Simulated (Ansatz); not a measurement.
# One shape, several levels: H3NO (hydroxylamine)

We compute a comparison of 6 runs (HF/STO-3G, BLYP/STO-3G, CAM-B3LYP/STO-3G, r2SCAN/STO-3G, r2SCAN0/STO-3G, revPBE/STO-3G) of H3NO (hydroxylamine). 

The results are computed with Ansatz 0.2.0.

51 further runs of the same task are left out: 1 that didn't finish, 50 set aside as unsound or not needed.

## Step 1: Starting point

H3NO: 5 atoms, total charge 0, spin state singlet. SMILES: `NO`. The H4–N1 distance was set to 1.530 Å, away from the relaxed value. At this shape a bond of the SMILES string is far longer than usual.

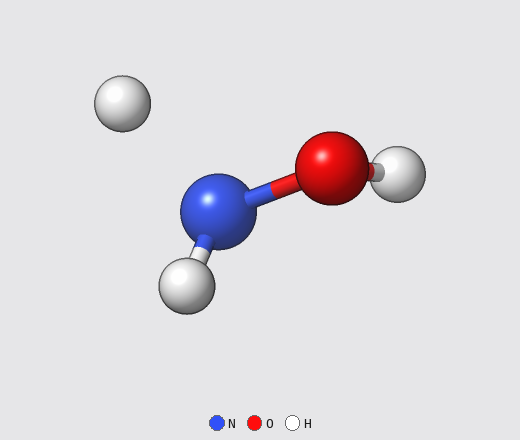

The structure, seen from a chosen angle (nitrogen blue, oxygen red, hydrogen white).

## Step 2: A single-point energy at HF/STO-3G (run 1)

Input file run.yaml:

```yaml
crystal:
  periodic: [false, false, false]
  atoms:
    - {symbol: "N", position_ang: [0.309993, -0.492508, -0.242068]}
    - {symbol: O, position_ang: [0.860633, 0.548182, 0.572612]}
    - {symbol: H, position_ang: [0.327133, -1.332208, 0.336112]}
    - {symbol: H, position_ang: [-1.156690, -0.114310, -0.454620]}
    - {symbol: H, position_ang: [1.614543, 0.886562, 0.071382]}
basis:
  gaussian:
    orbitals: STO-3G
hamiltonian:
  xc: hf
accuracy: high
```

Started as:

```console
$ ansatz run run.yaml --threads 1 --pin off --max-ram 2610MiB --events-out events.jsonl --progress --plain --runs-dir runs
```

The log of the run:

```text
Warning: RAYON_NUM_THREADS=1 ignored (pool sized by the plan → 1); use --threads N
Functional definition: HF
  name "HF"
  exchange = exact_x
  correlation = 0
208 factors; integrals over basis functions are off by at most 2.9e-8 eV
mean field evaluation 1: about -3513.4793 eV, gradient 1.3e1 eV
mean field evaluation 2: about -3513.5957 eV, gradient 1.3e1 eV
mean field evaluation 4: about -3514.2616 eV, gradient 1.2e0 eV
mean field evaluation 8: about -3514.2767 eV, gradient 4.3e-2 eV
mean field -3514.27675708 eV, -129.1472887604 hartree, gradient 1.2e-8 eV, S^2 0.000000; 0 other end points of the search recorded, 0 dependent functions left out
reference -3514.27675708 eV, -129.1472887604 hartree; 9, 9 occupied and 4, 4 virtual orbitals, 208 factors
Total energy: -3514.27675708 eV, -129.1472887604 hartree
```

Wall time 0.08 s (1 thread of Arm Neoverse V1, shared host).

## Step 3: A single-point energy at BLYP/STO-3G (run 2)

Input file in.yaml:

```yaml
basis:
  gaussian:
    orbitals: STO-3G
crystal:
  periodic: [false, false, false]
  atoms:
    - {symbol: "N", position_ang: [0.309993, -0.492508, -0.242068]}
    - {symbol: O, position_ang: [0.860633, 0.548182, 0.572612]}
    - {symbol: H, position_ang: [0.327133, -1.332208, 0.336112]}
    - {symbol: H, position_ang: [-1.156690, -0.114310, -0.454620]}
    - {symbol: H, position_ang: [1.614543, 0.886562, 0.071382]}
hamiltonian:
  xc: {name: BLYP}
accuracy: high
```

Started as:

```console
$ ansatz run in.yaml --threads 1 --pin off --max-ram 2610MiB --events-out events.jsonl --progress --plain --runs-dir runs
```

The log of the run:

```text
Warning: RAYON_NUM_THREADS=1 ignored (pool sized by the plan → 1); use --threads N
Functional definition: BLYP
  name "BLYP"
  parameter beta = 0.0042
  parameter a = 0.04918
  parameter b = 0.132
  parameter c = 0.2533
  parameter d = 0.349
  exchange = b88_x(beta = beta)
  correlation = lyp_c(a = a, b = b, c = c, d = d)
208 factors; integrals over basis functions are off by at most 2.9e-8 eV
mean field evaluation 1: about -3531.6121 eV, gradient 6.8e0 eV
mean field evaluation 2: about -3531.6963 eV, gradient 6.1e0 eV
mean field evaluation 4: about -3531.8290 eV, gradient 8.2e-1 eV
mean field evaluation 8: about -3531.7651 eV, gradient 4.4e-2 eV
mean field evaluation 16: about -3531.7651 eV, gradient 1.1e-7 eV
mean field -3531.76506235 eV, -129.7899721250 hartree, gradient 1.5e-8 eV, S^2 0.000000; 0 other end points of the search recorded, 0 dependent functions left out
reference -3531.76509525 eV, -129.7899733340 hartree; 9, 9 occupied and 4, 4 virtual orbitals, 208 factors
Total energy: -3531.76509525 eV, -129.7899733340 hartree
```

Wall time 0.77 s (1 thread of Arm Neoverse V1, shared host).

Runs 3 to 5 aren't shown in full; the table further down has their settings and results.

## Step 4: The energy at revPBE/STO-3G (run 6)

Input file job.yaml:

```yaml
crystal:
  periodic: [false, false, false]
  atoms:
    - {symbol: "N", position_ang: [0.309993, -0.492508, -0.242068]}
    - {symbol: O, position_ang: [0.860633, 0.548182, 0.572612]}
    - {symbol: H, position_ang: [0.327133, -1.332208, 0.336112]}
    - {symbol: H, position_ang: [-1.156690, -0.114310, -0.454620]}
    - {symbol: H, position_ang: [1.614543, 0.886562, 0.071382]}
basis:
  gaussian:
    orbitals: STO-3G
hamiltonian:
  xc: {name: revPBE}
accuracy: high
```

Started as:

```console
$ ansatz run job.yaml --threads 1 --pin off --max-ram 2610MiB --events-out events.jsonl --progress --plain --runs-dir runs
```

The log of the run:

```text
Warning: RAYON_NUM_THREADS=1 ignored (pool sized by the plan → 1); use --threads N
Functional definition: revPBE
  name "revPBE"
  parameter kappa = 1.245
  parameter beta = 0.06672455060314922
  exchange = pbe_x(kappa = kappa, mu = beta*pi^2/3)
  correlation = pbe_c(beta = beta)
208 factors; integrals over basis functions are off by at most 2.9e-8 eV
mean field evaluation 1: about -3532.4264 eV, gradient 6.8e0 eV
mean field evaluation 2: about -3532.5022 eV, gradient 6.1e0 eV
mean field evaluation 4: about -3532.6374 eV, gradient 1.0e0 eV
mean field evaluation 8: about -3532.5755 eV, gradient 5.1e-3 eV
mean field evaluation 16: about -3532.5755 eV, gradient 5.3e-8 eV
mean field -3532.57549877 eV, -129.8197551141 hartree, gradient 6.1e-8 eV, S^2 0.000000; 0 other end points of the search recorded, 0 dependent functions left out
reference -3532.57550094 eV, -129.8197551939 hartree; 9, 9 occupied and 4, 4 virtual orbitals, 208 factors
Total energy: -3532.57550094 eV, -129.8197551939 hartree
```

It took 0.73 s on 1 thread of Arm Neoverse V1, shared host.

## Step 5: All runs side by side

```
run             level  energy (Eh)  wall time
  1         HF/STO-3G  -129.147289     0.08 s
  2       BLYP/STO-3G  -129.789973     0.77 s
  3  CAM-B3LYP/STO-3G  -129.768922     0.79 s
  4     r2SCAN/STO-3G  -129.788901      1.7 s
  5    r2SCAN0/STO-3G  -129.771006      1.7 s
  6     revPBE/STO-3G  -129.819755     0.73 s
```

## Step 6: What came out

| quantity | value |
| --- | --- |
| run 6: total energy | -129.81976 Eh |

In words: Totals of different functionals can't be ranked against each other. In runs 1, 2, 3, 4, 5, 6 the basis is minimal, so the values are rough. All runs together took 5.8 s, the longest 1.7 s.
